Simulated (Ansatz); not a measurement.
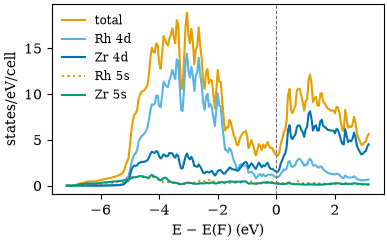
*Total and projected density of states of ZrRh in space group Cmcm (No. 63; Zr on 4c, Zr on 4c, Rh on 4c, Rh on 4c), PBEsol (plane waves, PAW; program Ansatz)*

**Question.** Which orbitals carry the states next to the Fermi level?

**Answer.** Within 0.5 eV of the Fermi level: Zr 4d 54 %, Rh 4d 27 %, Rh 5s 5 %, Zr 5s 5 %, outside the projected shells 7 %. Projections are on Löwdin-orthogonalised atomic valence shells; empty p or d shells of many metals are not among them.

**Question.** Where is the tallest occupied peak in this window, and what makes it?

**Answer.** Near -3.0 eV, about 19 states/eV per cell; the largest projected share is Rh 4d.

The workflow started from a Materials Project entry (that database holds measured and hypothetical structures alike); the Crystallography Open Database copy checked does not list it. COD files the formula under space group No. 62, 221. Its standing as an ambient phase is unchecked. Symmetry was held in the PBEsol relaxation; its stability against distortions is not shown here. The run is not spin-polarised. Scalar-relativistic: spin–orbit coupling is off unless named, which matters more the heavier the elements.

Potentials: the later of the program's two PAW sets.
